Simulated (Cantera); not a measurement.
Charge: 1 mol Ti(OiPr)₄, 11 mol O₂, 46 mol H₂, held at 0.000180 bar.

Equilibrium computed with Cantera from the NASA thermochemical tables; the gas is ideal and each condensed phase is pure. Candidate condensed phases: C, C₆H₆, C₇H₈, C₈H₁₈, H₂O, Ti, TiC, TiO, TiO₂, Ti₂O₃, Ti₃O₅, Ti₄O₇; 113 gas species. The feed counts by its element totals alone. Condensed phases not in the tables: Magnéli phases beyond Ti₄O₇. The numbers say what is thermodynamically allowed, not how fast it happens.

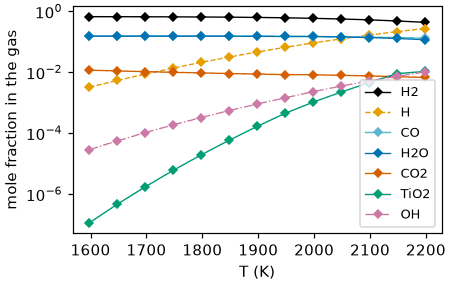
Figure: Equilibrium gas composition (values under 1e-9 drawn at 1e-9)

From 1598 K to 1948 K the condensed part is TiO₂(rutile). From 1998 K to 2148 K the condensed part is Ti₄O₇(l). At 2198 K nothing is condensed. The main Ti-bearing gas is TiO₂ throughout.
